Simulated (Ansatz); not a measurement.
# SnH₆O₄: phonon calculation

The run: phonon calculation of SnH₆O₄. Method and program: RKS BLYP-D4/def2-SVP (Ansatz 0.2.0).

It belongs to a series of runs on one base structure; here: vibrations at the highest image of the band. Figures and captions count atoms from 1; the log counts them from 0 in places.

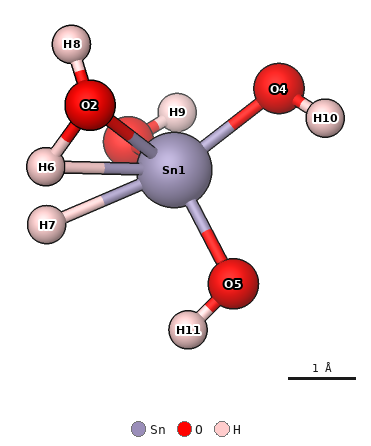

Figure 1. The input geometry (ball-and-stick view, seen at a tilt; atoms are numbered from 1 in the order of the input). Sticks mark near contacts.

Input:
```yaml
crystal:
  periodic: [false, false, false]
  atoms:
    - { symbol: Sn, position_ang: [-0.217357, -0.024127, -0.205693] }
    - { symbol: O, position_ang: [1.068896, 0.219826, 1.547567] }
    - { symbol: O, position_ang: [0.41689, -1.609062, -1.26454] }
    - { symbol: O, position_ang: [-1.830159, -0.804863, 0.710287] }
    - { symbol: O, position_ang: [-1.057764, 1.633556, -0.981142] }
    - { symbol: H, position_ang: [1.749348, 0.546039, 0.554328] }
    - { symbol: H, position_ang: [1.743831, 0.800792, -0.461672] }
    - { symbol: H, position_ang: [1.324882, -0.597847, 2.031017] }
    - { symbol: H, position_ang: [-0.340724, -2.231831, -1.312346] }
    - { symbol: H, position_ang: [-2.50492, -0.098177, 0.78952] }
    - { symbol: H, position_ang: [-0.353121, 2.165794, -1.407224] }
basis:
  gaussian: { orbitals: def2-SVP }
hamiltonian:
  xc: blyp
  dispersion: d4
phonons: {}
```

Launched with:
```bash
ansatz run input.yaml --threads 2 --pin off --max-ram 3072MiB --backend cpu --events-out ev --progress --plain --runs-dir out
```

Output:
```
Engine: ansatz 0.2.0, x86_64-unknown-linux-gnu
Functional definition: BLYP
  parameter beta = 0.0042
  parameter a = 0.04918
  parameter b = 0.132
  parameter c = 0.2533
  parameter d = 0.349
  exchange = b88_x(beta = beta)
  correlation = lyp_c(a = a, b = b, c = c, d = d)
1211 factors; their error is unknown
mean field evaluation 1: about -14084.7294 eV, gradient 1.1e2 eV
mean field evaluation 2: about -13972.3703 eV, gradient 2.5e2 eV
mean field evaluation 4: about -14105.1042 eV, gradient 3.1e1 eV
mean field evaluation 8: about -14107.1778 eV, gradient 1.9e-1 eV
mean field evaluation 16: about -14107.1494 eV, gradient 1.3e-3 eV
mean field -14107.14940433 eV, -518.4281784397 hartree, gradient 4.1e-5 eV, S^2 0.000000; 0 other end points of the search recorded, 0 dependent functions left out
the calculation of the forces begins
reference -14107.14976517 eV, -518.4281917005 hartree; 30, 30 occupied and 82, 82 virtual orbitals, 1211 factors
these checks for a lower state are left out or cut short: stability, starts, cluster_reference, orbital_swaps, neighbouring_geometries, increment
1211 factors; their error is unknown
mean field -14107.14970464 eV, -518.4281894759 hartree, gradient 1.9e-6 eV, S^2 0.000000; 0 other end points of the search recorded, 0 dependent functions left out
[... from here on the field's lines of each further geometry are left out, up to the last ...]
the calculation of the forces begins
reference -14107.14972304 eV, -518.4281901522 hartree; 30, 30 occupied and 82, 82 virtual orbitals, 1211 factors
these checks for a lower state are left out or cut short: stability, starts, cluster_reference, orbital_swaps, neighbouring_geometries, increment
1211 factors; their error is unknown
mean field -14107.14938836 eV, -518.4281778531 hartree, gradient 2.8e-6 eV, S^2 0.000000; 0 other end points of the search recorded, 0 dependent functions left out
the calculation of the forces begins
reference -14107.14974927 eV, -518.4281911161 hartree; 30, 30 occupied and 82, 82 virtual orbitals, 1211 factors
WARN: phonons: modes at or below zero, which the zero-point energy, F, S and C_V leave out: 1, the lowest at -1258.63 cm⁻¹. A minimum has none, and a first-order saddle one
Total energy: -14107.60462907 eV, -518.4449076406 hartree
Atom 0 at    -0.217357    -0.024127    -0.205693 Å, force     0.004104    -0.003125    -0.001194 eV/Å
Atom 1 at     1.068896     0.219826     1.547567 Å, force     0.008084     0.004060    -0.010541 eV/Å
Atom 2 at     0.416890    -1.609062    -1.264540 Å, force     0.000112    -0.000987     0.000028 eV/Å
Atom 3 at    -1.830159    -0.804863     0.710287 Å, force     0.001627     0.002379    -0.001619 eV/Å
Atom 4 at    -1.057764     1.633556    -0.981142 Å, force    -0.002160     0.001434     0.001566 eV/Å
Atom 5 at     1.749348     0.546039     0.554328 Å, force    -0.008290    -0.007169     0.009792 eV/Å
Atom 6 at     1.743831     0.800792    -0.461672 Å, force    -0.002395     0.003485     0.001723 eV/Å
Atom 7 at     1.324882    -0.597847     2.031017 Å, force    -0.000298     0.001885     0.000575 eV/Å
Atom 8 at    -0.340724    -2.231831    -1.312346 Å, force    -0.001852    -0.001374    -0.000089 eV/Å
Atom 9 at    -2.504920    -0.098177     0.789520 Å, force    -0.000955    -0.001654     0.000832 eV/Å
Atom 10 at    -0.353121     2.165794    -1.407224 Å, force     0.002024     0.001065    -0.001074 eV/Å
Dipole moment:     0.088452    -0.010560     0.153866 e Å
Vibrations: -1258.63 69.42 101.21 153.88 169.24 181.02 227.14 266.13 309.92 326.48 441.30 472.19 562.40 585.29 603.22 761.30 781.15 867.67 879.64 914.45 1313.30 1560.45 1679.58 3601.22 3626.08 3644.14 3646.57 cm⁻¹, zero-point energy 1.719931 eV
```

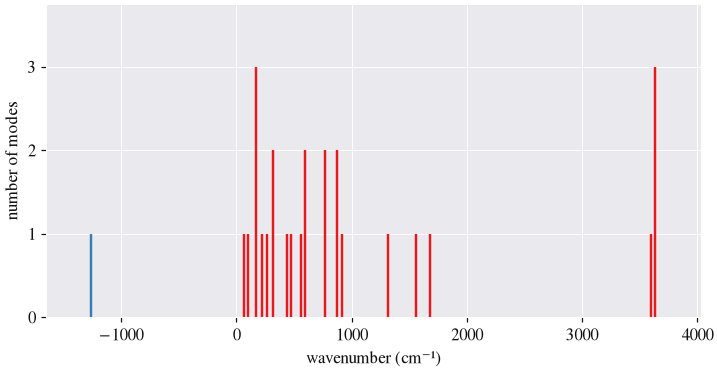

Figure 2. Harmonic vibrational wavenumbers from the force constants; neighbouring modes closer than 22 cm⁻¹ are counted in one stick, and imaginary ones are drawn at negative wavenumbers. 27 modes from 1259i to 3647 cm⁻¹, 1 imaginary beyond 8i (1259i cm⁻¹): a first-order saddle point, if the geometry is stationary.

Results in brief:

```json
{"quantity": "outcome", "value": "converged"}
{"quantity": "total energy", "value": "−14107.6046 eV"}
{"quantity": "mean-field energy", "value": "−14107.1498 eV"}
{"quantity": "largest force (length of the vector)", "value": "0.015 eV/Å"}
{"quantity": "hardware", "value": "2 threads of Intel Xeon (Sapphire Rapids), 16 GiB of memory available, shared host"}
{"quantity": "wall time", "value": "95 s (CPU time 3 min)"}
{"quantity": "peak memory", "value": "0.17 GiB"}
```
